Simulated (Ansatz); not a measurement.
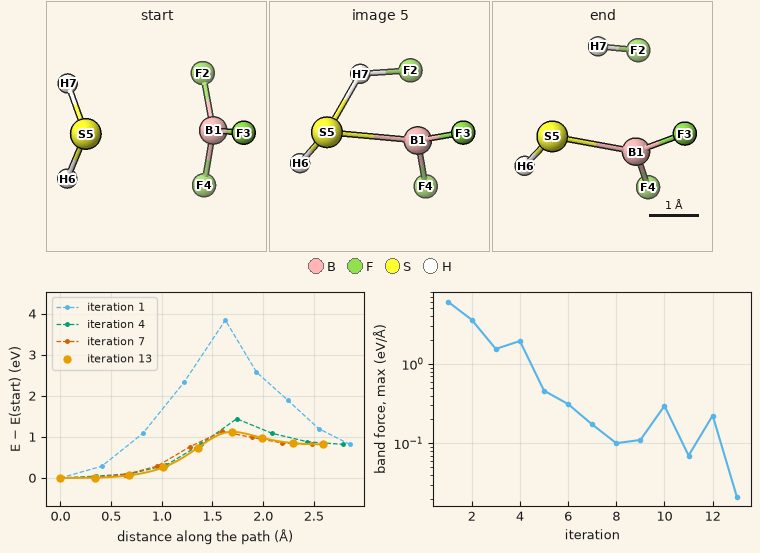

A nudged-elastic-band calculation for BH$_{2}$SF$_{3}$, made up of BF$_{3}$ and H2S. Images are numbered from 0 (start) to 8 (end). The plot follows the band through its iterations. The picture is a ball-and-stick view, seen face on.

Level of theory: RKS r2SCAN/cc-pVDZ (Ansatz). Set-up: 7 movable images; climbing image; force threshold 0.03 eV/Å; iteration limit 54; starting path through a guess of the saddle point.

### Did the band converge, and can the barrier be trusted?

The result is final at these settings. The band converged in 13 iterations. The largest component of the band force went from 6.1 to 0.021 eV/Å. The climbing image converged on the top of the path. Its vibrational analysis gives one imaginary mode (747i cm⁻¹), as a transition state must have. The first iteration put the highest image at 3.84 eV. Forward barrier 1.12 eV, backward barrier 0.30 eV, with image 5 at the top; the reaction energy is +0.82 eV.

Limits of the set-up: the start holds two separate molecules, 2.8 Å apart at their closest, whose relative position is a soft coordinate and is computed without a dispersion correction.

The run took 5.9 min on 2 threads of Intel(R) Xeon(R) Platinum 8259CL CPU @ 2.50GHz (Skylake/Cascade Lake) (shared host), peak memory 0.17 GiB.
